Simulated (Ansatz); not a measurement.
# FeCo2: relaxing a made-up structure

Starting from a made-up structure for FeCo2, the aim is the relaxed cell, its shortest contacts and, where a second run follows, its electronic structure.

Main program and level: Ansatz 0.2.0; DFT, PBEsol, plane-wave PAW, files of the set soft_1, scalar-relativistic, ferromagnetic start, cell and ions relaxed at zero pressure; PAW set soft_1, in the first sound run; inputs show where later runs differ.

## Step 1: The structure

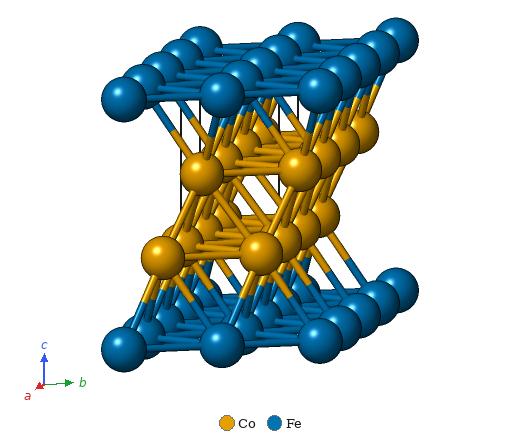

Start, viewed slightly off an axis; cobalt orange, iron blue. 4×2×1 cells are drawn. Some periodic images of atoms are drawn too.

## Step 2: Relaxing cell and atoms

The guess takes its coordinates from another compound and its volume from a rule, so the cell and any free coordinates are relaxed together.

input.yaml

```yaml
crystal:
  lattice:
    - [2.558, 0.0, 0.0]
    - [-1.279, 2.215292983, 0.0]
    - [0.0, 0.0, 6.202]
  atoms:
    - { symbol: Co, position: [0.666666667, 0.333333333, 0.3435], spin: 2.0 }
    - { symbol: Co, position: [0.333333333, 0.666666667, 0.6565], spin: 2.0 }
    - { symbol: Fe, position: [0.0, 0.0, 0.0], spin: 3.0 }
magnetization:
  spin_polarized: true
kpoints:
  mp_grid: { grid: [12, 12, 5] }
scf:
  occupations: { method: fermi_dirac, width: 0.05 }
hamiltonian:
  xc: pbesol
  pseudopotentials: { kind: paw, azcp: { folder: soft_1 }, xc_functional: pbe }
relax:
  f_tol: 0.015
  max_steps: 70
  cell: {}
output:
  forces: true
  stress: true
```

The run is started by

```
ansatz run input.yaml --threads 4 --pin off --max-ram 8192MiB --backend cpu --events-out ev --progress --plain --runs-dir out
```

Numbers of over 12 decimals in the logs are rounded to 6 here.

Output:

```text
Engine: ansatz 0.2.0, aarch64-unknown-linux-gnu
Pseudopotentials: kind: paw
Pseudopotential: Co, paw, valence charge 17, recommended cutoff 420 eV (normal), soft_1/Co.paw.azcp
Pseudopotential: Fe, paw, valence charge 16, recommended cutoff 420 eV (normal), soft_1/Fe.paw.azcp
Functional definition: PBEsol
  exchange = pbesol_x
  correlation = pbesol_c
Crystal: 3 atoms, lattice volume = 35.145 Å³
Basis set: ecut = 420 eV, 711 PW (Γ), exchange–correlation on 36×36×90 points (8 copies of the dense FFT grid, shifted against one another)
Bands: 35, of which v1, the nominal top of the filled ones, is band 25 counted from 1 (24 counted from 0)
Symmetry: 12 space group operations
Space group: P-3m1 (ITA 164), of the structure as read, at distance tolerance 3.3e-5 Å
Magnetic group: BNS 164.85 (UNI 1315), of the structure as read, at distance tolerance 3.3e-5 Å
k-points: 81 of 720
Non-local potential: Co, projectors of the file, l = 0: 3, l = 1: 2, l = 2: 3, l = 3: 1
Non-local potential: Fe, projectors of the file, l = 0: 3, l = 1: 2, l = 2: 3, l = 3: 1
PAW form: soft (Blöchl's): semilocal exchange-correlation on the pseudo side does not see the compensation charge
PAW frozen core: Co, regenerated for the run's functional, and the local potential with it (the file was generated under x = pbe(κ = 0.804, μ = 0.219515), c = pbe(β = 0.066725))
PAW frozen core: Fe, regenerated for the run's functional, and the local potential with it (the file was generated under x = pbe(κ = 0.804, μ = 0.219515), c = pbe(β = 0.066725))
PAW one-centre angular grid: Co, 590 points (default); XC on 64 Gauss nodes
PAW one-centre angular grid: Fe, 590 points (default); XC on 64 Gauss nodes
Initial density: superposition of atomic densities (chi_scale 0.1, normalization cell)
Starting moments: Σ|m| = 7 μB on 3 of 3 sites
Initial wavefunctions: pseudopotential atomic-orbital guess
Functional: x = pbesol(κ = 0.804, μ = 0.123457), c = pbesol(β = 0.046)
SCF iter   1: F=—  HF=-14634.107584 eV  |F-HF|=—  |Δ(HF+E_count)|=         —  Δρ=7.46e-2 (↑4.03e-2 ↓7.46e-2)  dr2=3.03e0  dr2_m=1.66e-1  M=6.391 μB ∫|m|=6.569 μB  β_m=0.30  ethr=3.10e-3  ⟨swp⟩=5.7  Hψ=19538  notcnv=0  defer=21
Mixer restart at iter 1: flushing history
preconditioner: auto → Kerker (q_TF=auto, 2.893 Å⁻¹)  [metal: Δε(μ)=0.003 eV  Ē_g=9.021 eV  σ=0.050 eV  W_gap=0.01  n_scr=10 (ndim 8)  ℏωp=31.9 eV  f_vac=0.000  D(μ)=2.43/eV (n_scr^D=36)]
spin=Collinear: Kerker preconditioning applied to the charge; magnetization (m = ρ↑ − ρ↓) channel mixes plain (no charge-response kernel on spin).
SCF iter   2: F=—  HF=-14632.889865 eV  |F-HF|=—  |Δ(HF+E_count)|=    1.22e0  Δρ=2.85e-2 (↑2.01e-2 ↓2.85e-2)  dr2=2.68e-1  dr2_m=1.16e-1  M=6.383 μB ∫|m|=6.610 μB  β_m=0.34  ethr=3.10e-3  ⟨swp⟩=2.9  Hψ=10142  notcnv=0  defer=444
SCF iter   3: F=—  HF=-14633.499813 eV  |F-HF|=—  |Δ(HF+E_count)|=         —  Δρ=1.73e-2 (↑1.73e-2 ↓1.36e-2)  dr2=1.00e-1  dr2_m=3.17e-2  M=6.251 μB ∫|m|=6.521 μB  β_m=0.34  ethr=5.36e-4  ⟨swp⟩=2.1  Hψ=6998  notcnv=0  defer=445
Mixer restart at iter 3: flushing history
SCF iter   4: F=—  HF=-14633.929112 eV  |F-HF|=—  |Δ(HF+E_count)|=   4.29e-1  Δρ=1.29e-2 (↑1.29e-2 ↓1.16e-2)  dr2=8.77e-2  dr2_m=1.39e-2  M=6.186 μB ∫|m|=6.488 μB  β_m=0.67  ethr=2.01e-4  ⟨swp⟩=3.1  Hψ=9211  notcnv=0  defer=450
SCF iter   5: F=—  HF=-14634.476474 eV  |F-HF|=—  |Δ(HF+E_count)|=   5.47e-1  Δρ=7.79e-3 (↑3.89e-3 ↓7.79e-3)  dr2=4.01e-2  dr2_m=3.07e-3  M=6.052 μB ∫|m|=6.413 μB  β_m=0.83  ethr=1.75e-4  ⟨swp⟩=3.1  Hψ=10534  notcnv=0  defer=451
SCF iter   6: F=—  HF=-14634.510250 eV  |F-HF|=—  |Δ(HF+E_count)|=   3.38e-2  Δρ=5.12e-3 (↑3.75e-3 ↓5.12e-3)  dr2=1.96e-2  dr2_m=3.74e-4  M=6.023 μB ∫|m|=6.397 μB  β_m=0.84  ethr=8.01e-5  ⟨swp⟩=2.0  Hψ=7503  notcnv=0  defer=422
SCF iter   7: F=—  HF=-14634.513928 eV  |F-HF|=—  |Δ(HF+E_count)|=   3.68e-3  Δρ=3.06e-3 (↑2.38e-3 ↓3.06e-3)  dr2=5.32e-3  dr2_m=5.12e-4  M=6.005 μB ∫|m|=6.384 μB  β_m=0.81  ethr=3.92e-5  ⟨swp⟩=2.3  Hψ=9558  notcnv=0  defer=424
SCF iter   8: F=—  HF=-14634.512892 eV  |F-HF|=—  |Δ(HF+E_count)|=   1.04e-3  Δρ=1.18e-3 (↑1.18e-3 ↓4.13e-4)  dr2=2.60e-4  dr2_m=1.08e-4  M=6.002 μB ∫|m|=6.384 μB  β_m=0.75  ethr=1.06e-5  ⟨swp⟩=2.1  Hψ=8758  notcnv=0  defer=418
SCF iter   9: F=—  HF=-14634.512701 eV  |F-HF|=—  |Δ(HF+E_count)|=   1.91e-4  Δρ=4.72e-4 (↑3.69e-4 ↓4.72e-4)  dr2=3.73e-4  dr2_m=2.29e-6  M=6.004 μB ∫|m|=6.386 μB  β_m=0.66  ethr=5.21e-7  ⟨swp⟩=2.0  Hψ=10126  notcnv=0  defer=418
SCF iter  10: F=—  HF=-14634.512638 eV  |F-HF|=—  |Δ(HF+E_count)|=   6.33e-5  Δρ=1.69e-4 (↑1.69e-4 ↓1.43e-4)  dr2=6.06e-6  dr2_m=5.39e-6  M=6.003 μB ∫|m|=6.385 μB  β_m=0.83  ethr=5.21e-7  ⟨swp⟩=1.4  Hψ=6104  notcnv=0  defer=419
SCF iter  11: F=—  HF=-14638.561459 eV  |F-HF|=—  |Δ(HF+E_count)|=         —  Δρ=3.56e-1 (↑3.56e-1 ↓3.47e-1)  dr2=4.58e-2  dr2_m=3.99e1  M=0.049 μB ∫|m|=4.651 μB  β_m=1.00  ethr=1.21e-8  ⟨swp⟩=2.0  Hψ=7806  notcnv=0  defer=419
Mixer restart at iter 11: flushing history
SCF iter  12: F=—  HF=-14634.240559 eV  |F-HF|=—  |Δ(HF+E_count)|=    4.32e0  Δρ=5.30e-2 (↑2.22e-2 ↓5.30e-2)  dr2=2.43e-1  dr2_m=4.52e-1  M=-0.260 μB ∫|m|=5.180 μB  β_m=0.83  ethr=1.00e-4  ⟨swp⟩=3.5  Hψ=13488  notcnv=0  defer=419
SCF iter  13: F=—  HF=-14634.277986 eV  |F-HF|=—  |Δ(HF+E_count)|=   3.74e-2  Δρ=3.93e-2 (↑3.93e-2 ↓1.18e-2)  dr2=4.22e-1  dr2_m=1.04e-1  M=-0.512 μB ∫|m|=5.231 μB  β_m=0.84  ethr=1.00e-4  ⟨swp⟩=3.2  Hψ=13737  notcnv=0  defer=339
SCF iter  14: F=—  HF=-14634.267567 eV  |F-HF|=—  |Δ(HF+E_count)|=   1.04e-2  Δρ=2.91e-2 (↑1.01e-2 ↓2.91e-2)  dr2=3.15e-1  dr2_m=3.13e-2  M=-0.524 μB ∫|m|=5.369 μB  β_m=0.75  ethr=1.00e-4  ⟨swp⟩=3.3  Hψ=13657  notcnv=0  defer=339
SCF iter  15: F=—  HF=-14634.175017 eV  |F-HF|=—  |Δ(HF+E_count)|=   9.26e-2  Δρ=6.99e-3 (↑6.99e-3 ↓5.46e-3)  dr2=3.16e-2  dr2_m=5.62e-3  M=-0.632 μB ∫|m|=5.432 μB  β_m=0.62  ethr=1.00e-4  ⟨swp⟩=3.0  Hψ=13064  notcnv=0  defer=336
SCF iter  16: F=—  HF=-14634.169620 eV  |F-HF|=—  |Δ(HF+E_count)|=         —  Δρ=2.37e-3 (↑2.30e-3 ↓2.37e-3)  dr2=9.50e-3  dr2_m=5.10e-4  M=-0.664 μB ∫|m|=5.409 μB  ethr=6.31e-5  ⟨swp⟩=2.3  Hψ=8619  notcnv=0  defer=336
Mixer restart at iter 16: flushing history
SCF iter  17: F=—  HF=-14634.512639 eV  |F-HF|=—  |Δ(HF+E_count)|=         —  Δρ=1.43e-4 (↑4.28e-5 ↓1.43e-4)  dr2=1.10e-5  dr2_m=1.34e-6  M=6.003 μB ∫|m|=6.385 μB  β_m=0.62  ethr=1.21e-8  ⟨swp⟩=4.8  Hψ=12842  notcnv=0  defer=207
[...]
SCF iter   6: F=—  HF=-14634.701104 eV  |F-HF|=—  |Δ(HF+E_count)|=   1.24e-4  Δρ=3.95e-4 (↑3.95e-4 ↓3.10e-4)  dr2=6.26e-5  dr2_m=1.65e-5  M=5.440 μB ∫|m|=5.750 μB  β_m=0.48  ethr=1.78e-6  ⟨swp⟩=1.0  Hψ=5910  notcnv=0  defer=305
SCF iter   7: F=—  HF=-14634.701034 eV  |F-HF|=—  |Δ(HF+E_count)|=   6.96e-5  Δρ=1.66e-4 (↑1.66e-4 ↓6.55e-5)  dr2=1.41e-5  dr2_m=1.96e-6  M=5.439 μB ∫|m|=5.748 μB  β_m=0.58  ethr=1.25e-7  ⟨swp⟩=2.0  Hψ=8012  notcnv=0  defer=302
SCF iter   8: F=—  HF=-14634.701037 eV  |F-HF|=—  |Δ(HF+E_count)|=   3.11e-6  Δρ=7.40e-5 (↑7.40e-5 ↓5.31e-5)  dr2=9.63e-7  dr2_m=8.49e-7  M=5.439 μB ∫|m|=5.749 μB  β_m=0.79  ethr=2.81e-8  ⟨swp⟩=1.3  Hψ=5812  notcnv=0  defer=303
SCF iter   9: F=—  HF=-14634.701038 eV  |F-HF|=—  |Δ(HF+E_count)|=   4.55e-7  Δρ=8.95e-6 (↑8.95e-6 ↓7.53e-6)  dr2=8.51e-8  dr2_m=1.88e-9  M=5.439 μB ∫|m|=5.749 μB  β_m=0.74  ethr=1.93e-9  ⟨swp⟩=2.2  Hψ=8760  notcnv=0  defer=304
SCF iter  10: F=—  HF=-14634.701038 eV  |F-HF|=—  |Δ(HF+E_count)|=   1.73e-8  Δρ=1.68e-5 (↑1.08e-5 ↓1.68e-5)  dr2=3.65e-7  dr2_m=7.64e-9  M=5.439 μB ∫|m|=5.749 μB  β_m=0.81  ethr=1.70e-10  ⟨swp⟩=2.0  Hψ=7739  notcnv=0  defer=304
SCF iter  11: F=-14634.701038 eV  HF=-14634.701038 eV  |F-HF|=5.69e-8  |Δ(HF+E_count)|=   9.67e-9  Δρ=6.72e-6 (↑4.69e-6 ↓6.72e-6)  dr2=5.84e-8  dr2_m=1.30e-9  M=5.439 μB ∫|m|=5.749 μB  ethr=1.70e-10  ⟨swp⟩=2.0  Hψ=14113  notcnv=0
SCF 3 converged in 11 iterations: F = -14634.701038 eV  dr2 = 5.84e-8
relax step   3: F+E_penalty+E_count = -14634.70103787 eV  Δ(F+E_penalty+E_count) = -3.825e-2 eV  max|allowed force component| = 1.496e-2 eV/Å  Δτ_max = 0.0238 Å  P = +1.467 GPa  Ω = 31.686 Å³  energy of the carried Pulay correction = +2.891e-3 eV  (11 SCF iters, dr2 threshold 3.00e-7 eV, accepted)
[...]
relax step   4: F+E_penalty+E_count = -14634.70200057 eV  Δ(F+E_penalty+E_count) = -9.627e-4 eV  max|allowed force component| = 4.701e-4 eV/Å  Δτ_max = 0.0019 Å  P = -0.163 GPa  Ω = 31.939 Å³  energy of the carried Pulay correction = +2.669e-3 eV  (11 SCF iters, dr2 threshold 3.00e-7 eV, accepted)
[...]
relax step   5: F+E_penalty+E_count = -14634.70203690 eV  Δ(F+E_penalty+E_count) = -3.633e-5 eV  max|allowed force component| = 1.266e-3 eV/Å  Δτ_max = 0.0001 Å  P = +0.004 GPa  Ω = 31.913 Å³  energy of the carried Pulay correction = +2.692e-3 eV  (9 SCF iters, dr2 threshold 8.12e-8 eV, accepted)
[...]
relax step   6: F+E_penalty+E_count = -14634.69891290 eV  Δ(F+E_penalty+E_count) = +3.124e-3 eV  max|allowed force component| = 1.592e-3 eV/Å  Δτ_max = 0.0000 Å  P = +0.050 GPa  Ω = 31.913 Å³  stress off target by 5.14e-2 GPa  SCF on the basis re-selected at this cell (its energy is not comparable with the rows above)  (15 SCF iters)
[...]
relax step   7: F+E_penalty+E_count = -14634.69890618 eV  Δ(F+E_penalty+E_count) = +6.717e-6 eV  max|allowed force component| = 9.870e-6 eV/Å  Δτ_max = 0.0001 Å  P = +0.000 GPa  Ω = 31.921 Å³  energy of the carried Pulay correction = -8.012e-6 eV  (7 SCF iters, dr2 threshold 6.60e-9 eV, accepted)
iter 1 solved again at ethr=5.75e-9 eV; its pass at ethr=3.10e-3 eV (dr2=2.87e-6 eV) is discarded
SCF iter   1: F=—  HF=-14634.698913 eV  |F-HF|=—  |Δ(HF+E_count)|=         —  Δρ=1.85e-6 (↑1.85e-6 ↓9.28e-7)  dr2=7.62e-10  dr2_m=3.54e-10  M=5.487 μB ∫|m|=5.802 μB  β_m=0.65  ethr=5.75e-9  ⟨swp⟩=3.8  Hψ=38439  notcnv=0
SCF iter   2: F=—  HF=-14634.698913 eV  |F-HF|=—  |Δ(HF+E_count)|=   2.40e-8  Δρ=1.23e-6 (↑8.14e-7 ↓1.23e-6)  dr2=8.87e-10  dr2_m=6.31e-11  M=5.487 μB ∫|m|=5.802 μB  β_m=0.40  ethr=1.52e-12  ⟨swp⟩=3.0  Hψ=12384  notcnv=0
SCF iter   3: F=—  HF=-14634.698913 eV  |F-HF|=—  |Δ(HF+E_count)|=  2.07e-10  Δρ=6.30e-7 (↑6.30e-7 ↓5.10e-7)  dr2=2.63e-11  dr2_m=8.60e-11  M=5.487 μB ∫|m|=5.802 μB  β_m=0.50  ethr=1.52e-12  ⟨swp⟩=2.1  Hψ=8207  notcnv=0
SCF iter   4: F=—  HF=-14634.698913 eV  |F-HF|=—  |Δ(HF+E_count)|=  1.18e-10  Δρ=3.82e-7 (↑3.82e-7 ↓1.72e-7)  dr2=2.54e-11  dr2_m=2.06e-11  M=5.487 μB ∫|m|=5.802 μB  β_m=0.56  ethr=1.00e-12  ⟨swp⟩=1.0  Hψ=5670  notcnv=0
SCF iter   5: F=—  HF=-14634.698913 eV  |F-HF|=—  |Δ(HF+E_count)|=  3.82e-11  Δρ=2.44e-7 (↑1.23e-7 ↓2.44e-7)  dr2=5.03e-11  dr2_m=3.32e-12  M=5.487 μB ∫|m|=5.802 μB  β_m=0.50  ethr=1.00e-12  ⟨swp⟩=1.0  Hψ=5670  notcnv=0
SCF iter   6: F=—  HF=-14634.698913 eV  |F-HF|=—  |Δ(HF+E_count)|=  3.64e-12  Δρ=1.45e-7 (↑1.13e-7 ↓1.45e-7)  dr2=8.07e-12  dr2_m=2.05e-12  M=5.487 μB ∫|m|=5.802 μB  β_m=0.58  ethr=1.00e-12  ⟨swp⟩=1.0  Hψ=5670  notcnv=0
SCF iter   7: F=-14634.698913 eV  HF=-14634.698913 eV  |F-HF|=1.46e-11  |Δ(HF+E_count)|=  1.09e-11  Δρ=1.69e-7 (↑8.30e-8 ↓1.69e-7)  dr2=1.47e-11  dr2_m=8.23e-13  M=5.487 μB ∫|m|=5.802 μB  ethr=1.00e-12  ⟨swp⟩=3.6  Hψ=21308  notcnv=0
SCF 8 converged in 7 iterations: F = -14634.698913 eV  dr2 = 1.47e-11
relax step   8: F+E_penalty+E_count = -14634.69891274 eV  Δ(F+E_penalty+E_count) = -6.551e-6 eV  max|allowed force component| = 1.007e-5 eV/Å  Δτ_max = 0.0000 Å  P = +0.000 GPa  Ω = 31.921 Å³  stress off target by 1.12e-3 GPa  SCF on the basis re-selected at this cell (its energy is not comparable with the rows above)  (7 SCF iters)
basis re-selected at this cell: Δ(F+E_penalty+E_count) = -6.551e-6 eV, ΔP = -0.000 GPa vs the last step (what re-selecting the basis moved, of the pressure what is left beyond the Pulay correction that the steps carried, after the strain that the cell walked since its last selection, with what the two solves' SCF thresholds leave and, on support functions, any second-order correction that the steps lacked; it is no m [...]
SCF converged after 7 iterations
Magnetization: 5.4872 μB (27.7436 up, 22.2564 down)
Absolute magnetization: 5.8060 μB (∫|ρ↑−ρ↓|, with the PAW one-centre terms)
Spin contamination: 0.0730 ħ² per cell (⟨S²⟩ above its minimum at these occupations)
Per-site moments (μB) at R_I (Å): [(1.693613, 1.005330), (1.693613, 1.005330), (2.230760, 1.016076)]
Free energy (F): -14634.698913 eV
Harris-Foulkes:  -14634.698913 eV  (|F-HF|=1.46e-11)
Internal energy: -14634.673239 eV  (E = F + TS)
E sigma→0 (E₀):  -14634.686076 eV
Entropy (-TS):   -0.025674 eV (-8.558 meV/atom)
Fermi energy:    19.298692 eV
--- Per-component energies (eV) ---
  E_band       = -667.342156
  E_kinetic    = 916.949997
  E_local      = -7302.274842  (includes V_loc(G=0)·N_el)
  E_nonlocal   = 1161.707986
  E_hartree    = 3181.816220
  E_xc         = -294.798486
  E_vxc        = -380.652533  (∫ρ·V_xc dr)
  E_paw        = -4426.077951  (= ΣΔE_a)
  E_vpaw       = -1426.704560  (= ΣTr[D̂ρ^β])
  E_aug_tail   = -0.001020  (compensation charges beyond the density's cutoff)
  E_ewald      = -7872.551183
  E_core_change = 0.556041  (= ΣΔE_core)
  E_smearing   = -0.025674  (= −TS)
  E_closure    = -0.000000  (closes the sum)
  Σ components = -14634.698913   (vs F -14634.698913, Δ=0.00e0)
--- Forces (eV/Å), atoms counted from 1 ---
  atom   1  Co    -0.00000000    -0.00000000    -0.00001007
  atom   2  Co     0.00000000     0.00000000     0.00001007
  atom   3  Fe    -0.00000000     0.00000000     0.00000000
  max |Σ_I F_I| component: 1.73e-18 eV/Å
--- Stress (GPa, compression-positive) ---
       -0.000236       0.000000      -0.000000
        0.000000      -0.000236       0.000000
       -0.000000       0.000000       0.001116
  P = ⅓ Tr σ = 0.0002 GPa (0.002 kbar)
--- Relaxed structure (6 steps of the walk, 6 accepted, 2 SCFs on fresh bases) ---
  F+E_penalty+E_count = -14634.69891274 eV   max|allowed force component| = 1.007e-5 eV/Å   (the final SCF, on the basis selected at the relaxed cell)
  cell:  # Å, volume = 31.9206 Å³
    - [2.463215, 0, -1.634554288611384e-17]
    - [-1.231607, 2.133207, 8.172771443056922e-18]
    - [-3.963059303242609e-17, 0, 6.074851]
  atoms:
    - { symbol: Co, position: [0.666667, 0.333333, 0.337098] }
    - { symbol: Co, position: [0.333333, 0.666667, 0.662902] }
    - { symbol: Fe, position: [0, 0, -1.9812358306195395e-19] }
```

Wall time 37 s (4 threads of Arm Neoverse V1, shared host); peak memory 0.52 GiB; 2.3 min of CPU time.

The steps of the relaxation:

```tsv
step	energy less that of the first step (eV)	largest force component (eV/Å)	pressure (GPa)	volume (Å³)
1	0.0000	0.3414	-15.39	35.14
2	-0.1501	0.2410	-7.03	33.23
3	-0.1884	0.0150	1.47	31.69
4	-0.1894	0.0005	-0.16	31.94
5	-0.1894	0.0013	0.00	31.91
6*	-0.1863	0.0016	0.05	31.91
7	-0.1863	0.0000	0.00	31.92
8*	-0.1863	0.0000	0.00	31.92
```

Relaxation steps marked * repeat the geometry before them on a plane-wave basis chosen anew for their cell, so energy and pressure can jump there.

The run keeps the 12 symmetry operations that it works with, so distortions that break them were not tested.

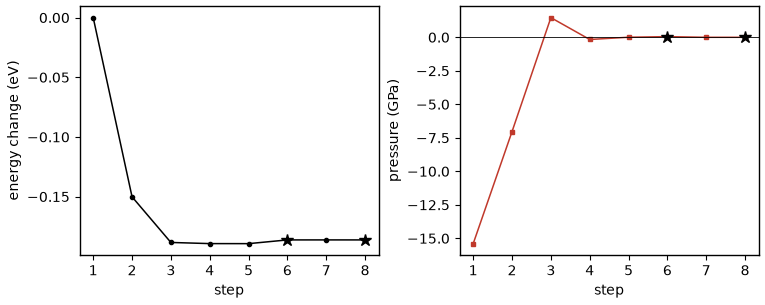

Energy and pressure along the relaxation. Stars mark steps on a basis chosen anew.

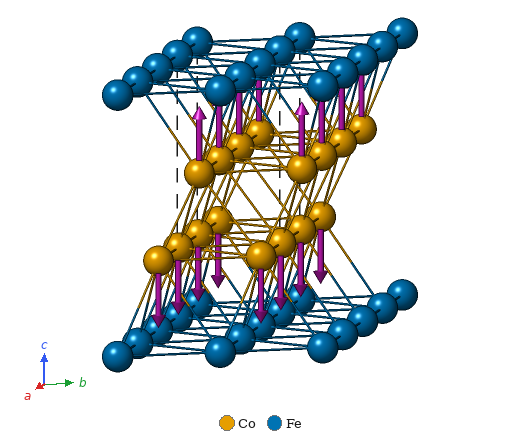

Displacements in the relaxation, exaggerated, measured against the changing cell; the longest in the cell stands for 0.04 Å. 4×2×1 cells are drawn. Some periodic images of atoms are drawn too.

```tsv
conventional cell, symmetrised	before	after	change
a (Å)	2.558	2.463	-3.7 %
b (Å)	2.558	2.463	-3.7 %
c (Å)	6.202	6.075	-2.1 %
volume (Å³/atom)	11.71	10.64	-9.2 %
```

The atoms that moved most (Å, as changes of fractional coordinates times the final cell):

```tsv
atom	dx	dy	dz	length
Co1	0.000	0.000	-0.039	0.039
Co2	0.000	0.000	0.039	0.039
```

The relaxed structure:

```cif
data_structure
_symmetry_space_group_name_H-M 'P 1'
_symmetry_Int_Tables_number 1
_cell_length_a 2.4632
_cell_length_b 2.4632
_cell_length_c 6.0749
_cell_angle_alpha 90.000
_cell_angle_beta 90.000
_cell_angle_gamma 120.000
_cell_volume 31.92
loop_
_atom_site_label
_atom_site_type_symbol
_atom_site_fract_x
_atom_site_fract_y
_atom_site_fract_z
_atom_site_occupancy
Co1 Co 0.66667 0.33333 0.33710 1
Co2 Co 0.33333 0.66667 0.66290 1
Fe3 Fe 0.00000 0.00000 0.00000 1
```

This step gave:

* free energy: -14634.6989 eV
* energy at zero smearing: -14634.6861 eV
* smearing term TS: 0.02567 eV
* Fermi energy: 19.30 eV
* magnetization: 5.487 μB
* absolute magnetization: 5.806 μB
* site moments: 1.694, 1.694, 2.231 μB
* electrons: 50
* symmetry operations: 12
* pressure: 2.15e-4 GPa

Site moment by atom:

```tsv
atom	site moment (μB)
Co1	1.69
Co2	1.69
Fe3	2.23
```

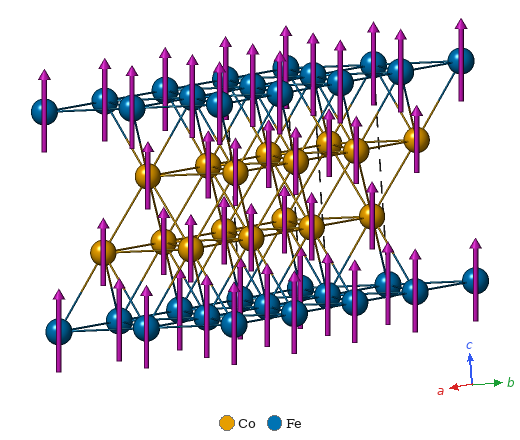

Site moment as arrows, the longest 2.23 μB. Up and down stand for the sign. Arrows give size and sign along the axis of quantisation, drawn up and down the page. 4×2×1 cells are drawn. Some periodic images of atoms are drawn too.

Shortest distances by pair of elements, guess and relaxed (not always the same contact):

```tsv
pair	guess (Å)	relaxed (Å)
Co–Co	2.439	2.437
Fe–Fe	2.558	2.463
Co–Fe	2.592	2.493
```

The relaxation ends with a pressure of 0.00 GPa.

(Part 1 of 2 ends here.)

[Logs are printed without paths, hosts, clocks, repeated set-up lines and the standing remarks that a program may print on its own settings, such as how far it seeks lower states.]

[Hosts, paths, dates, database ids (printed as entryN), source tags and the programs' standing remarks are cut or masked in the printed files.]
